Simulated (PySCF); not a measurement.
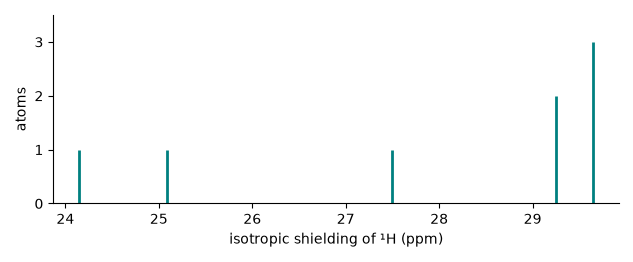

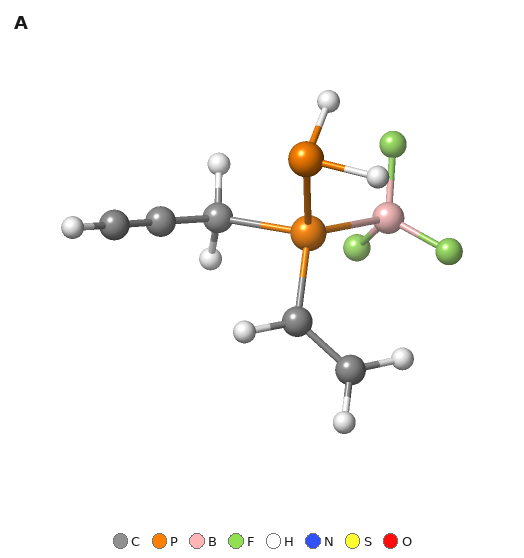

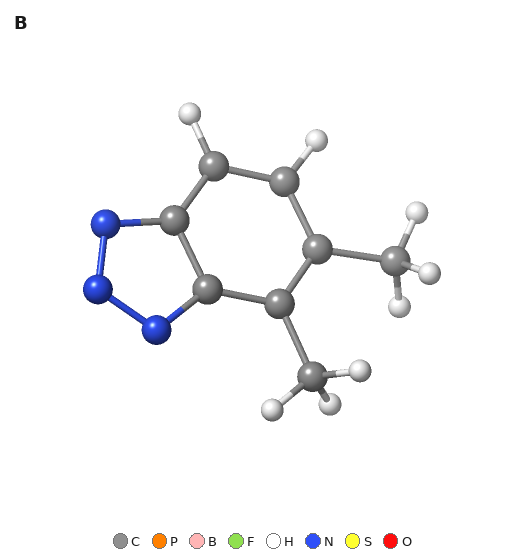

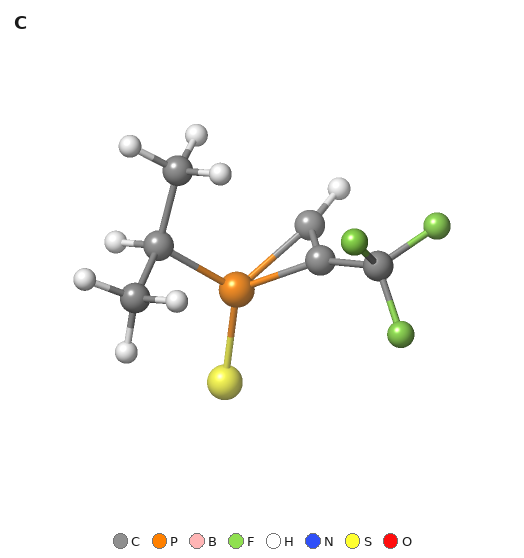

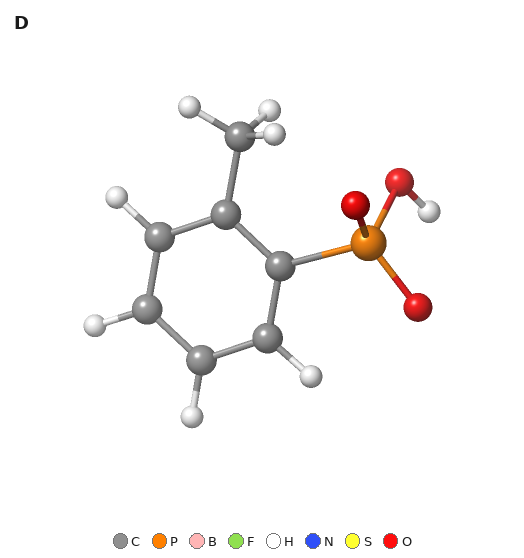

The sticks are computed shieldings of one of the molecules, for one fixed geometry (GFN2-xTB) without averaging over rotations. Low shielding means a high chemical shift. Method: GIAO PBE0/pcSseg-1 NMR shielding, non-relativistic, gas phase (PySCF 2.14.0).

Question: Which molecule gives this pattern?

Answer: B, `Cc1ccc2[n-]nnc2c1C`. Its 8 H atoms give lines at 24.14, 25.08, 27.49, 29.25 (2 atoms), 29.65 (3 atoms) ppm.

The geometry is semi-empirical. Around B, P such bond lengths and angles can be off by a tenth of an ångström or more and by several degrees, and values that hang on the shape move with them.
